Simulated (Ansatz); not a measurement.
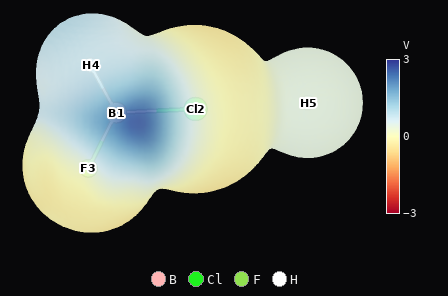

BClFH···H (doublet). The electrostatic potential painted on the density surface at 0.004 e/bohr³, seen at a tilt; red is negative and blue positive.

Not at a stationary point (largest force 1.3 eV/Å).

Computed with UKS PBE-D4/def2-SVP in Ansatz.

```xyz
5

B    -0.0036    0.0000   -0.0698
Cl    0.0094    0.0000    1.7512
F     1.1534    0.0000   -0.6966
H    -1.0509    0.0000   -0.6761
H     0.0043    0.0000    4.3263
```

Which sites attract a positive test charge, and which a negative one?

A positive charge is drawn to the negative regions and a negative charge to the positive ones. The most negative region (about −0.4 V, or −9 kcal/mol for a unit charge) lies over Cl2 and F3, the most positive (about +2.5 V, or +58 kcal/mol for a unit charge) over B1.
